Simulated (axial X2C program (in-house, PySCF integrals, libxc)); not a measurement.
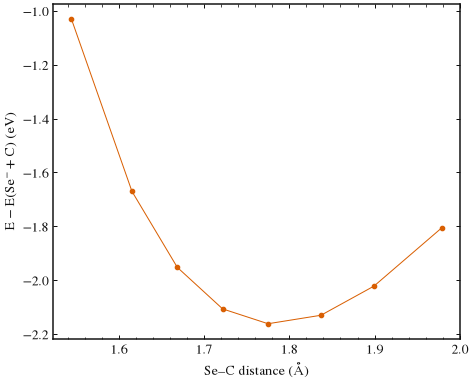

Fig. 1: Energy at 8 bond lengths, for one set of occupations held fixed; the line joins the points. A polynomial of degree 6 through 8 points gives rₑ = 1.784 Å, ωₑ = 818.1 cm⁻¹, ωₑxₑ = 3.9 cm⁻¹ and Bₑ = 0.5074 cm⁻¹. The minimum lies 2.16 eV below Se⁻ + C, each computed as one determinant at the same level. 1 further points did not converge.

# Relativistic diatomic calculation, with input and output: SeC⁻

- system: SeC⁻, single determinant with Ω = 1/2.
- method: HF, two-component X2C with atomic mean-field Coulomb and Gaunt terms, Se dyall-acv3z, C dyall-av3z (cores contracted) (axial X2C program (in-house, PySCF integrals, libxc))

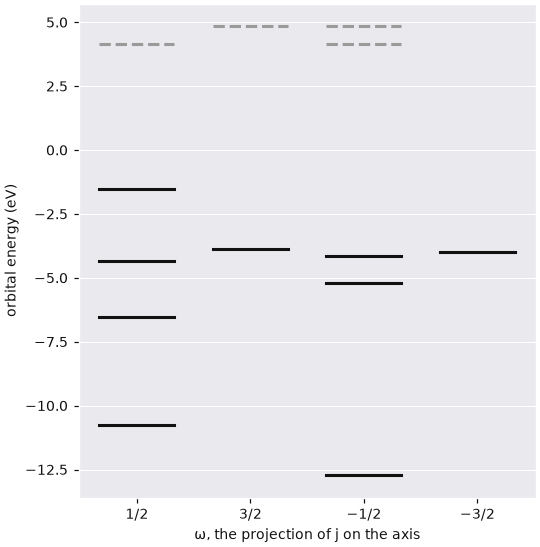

Fig. 2: Orbital energies near the frontier at 1.77 Å, filled (solid) and empty (dashed). The highest filled spinor (1/2; 44 % Se p, 27 % C p) lies at −1.54 eV, the lowest empty one (−1/2; 60 % C p, 32 % Se p) at 4.14 eV.

These pictures come from the run below.

## Input file
```
{"zs": [34, 6], "q": -1, "bas": ["dyall-acv3z", "dyall-av3z"], "levels": ["PBE0", "HF", "M06"], "cc": true, "r0": 1.74, "thr": -2.0, "nmax": 90, "npts": 10, "nst": 2, "ntry": 6}
```

The line is the task of a batch: nuclear charges, charge, bases, the levels to run, a first guess of the distance and further settings. This report covers HF with spin-orbit coupling. The log is that of the reference distance 1.775 Å.

Launched within a batch (the task file carries these settings):
```bash
python <driver script> task.json out
```

## Output
```
two-component X2C + atomic mean field  HF
basis functions 176  fitting functions 952  grid points 5075
iter        total energy     max residual
   1      -2465.125693504     1.28e-01
   2      -2465.148187765     9.51e-03
   3      -2465.150264532     8.66e-03
   4      -2465.151092786     3.08e-03
   5      -2465.151492668     1.83e-03
   6      -2465.151657006     8.60e-04
   7      -2465.151686566     7.85e-04
   8      -2465.151702416     6.09e-04
   9      -2465.151713449     5.46e-04
  10      -2465.151731756     2.92e-04
  11      -2465.151738460     9.99e-05
  12      -2465.151739367     3.66e-05
  13      -2465.151739457     1.32e-05
  14      -2465.151739469     5.74e-06
  15      -2465.151739471     1.75e-06
converged
one-electron -3559.86200115  Coulomb 1126.93821210  exact exchange -92.14926235  xc functional 0.00000000  nuclear repulsion 60.81811326  atomic mean-field constant -0.89680133
correlated 11  virtual 247  natural virtual 90  E(MP2) -0.290932433  MP2 remainder -0.013772584
iter   CCSD correlation   residual
   1     -0.286472305   1.51e-01
   2     -0.296466730   6.88e-02
   3     -0.300501012   3.39e-02
   4     -0.301160983   1.54e-02
   5     -0.301490966   7.60e-03
   6     -0.301581792   3.27e-03
   7     -0.301607212   1.44e-03
   8     -0.301626140   6.72e-04
   9     -0.301617676   2.72e-04
  10     -0.301622089   1.03e-04
  11     -0.301619875   4.42e-05
  12     -0.301620491   2.43e-05
  13     -0.301620269   1.51e-05
  14     -0.301620154   9.45e-06
  15     -0.301620179   5.31e-06
  16     -0.301620184   2.33e-06
(T) -0.018136540185769854  T1 0.0494  D1 0.1050  max T2 0.079
```

## The points of the curve

```csv
R (Å),E (hartree),"dipole (D; origin at the first atom, positive when the second is positive)",highest filled (eV),lowest empty (eV)
1.544,−2465.110161,−4.45,−0.41,4.17
1.615,−2465.133688,−4.48,−0.78,4.17
1.669,−2465.144049,−4.45,−1.05,4.16
1.722,−2465.149716,−4.37,−1.30,4.15
1.775,−2465.151739,−4.28,−1.54,4.14
1.837,−2465.150584,−4.17,−1.79,4.12
1.899,−2465.146610,−4.05,−2.01,4.11
1.979,−2465.138634,−3.93,−2.24,4.08
2.077,–,–,−2.47,4.05
```

## Summary

| quantity | value |
| --- | --- |
| outcome | converged |
| bond length rₑ | 1.784 Å |
| ωₑ | 818.1 cm⁻¹ |
| energy at the minimum | −2465.15178 hartree |
| depth below the fragments | 2.16 eV |
| hardware | 1 CPU thread, shared host |
| wall time | 16 s |

## Remarks

Hartree–Fock lacks correlation, so it usually binds too weakly. Caveats: some points did not converge; 9 of the 10 points asked for were kept.
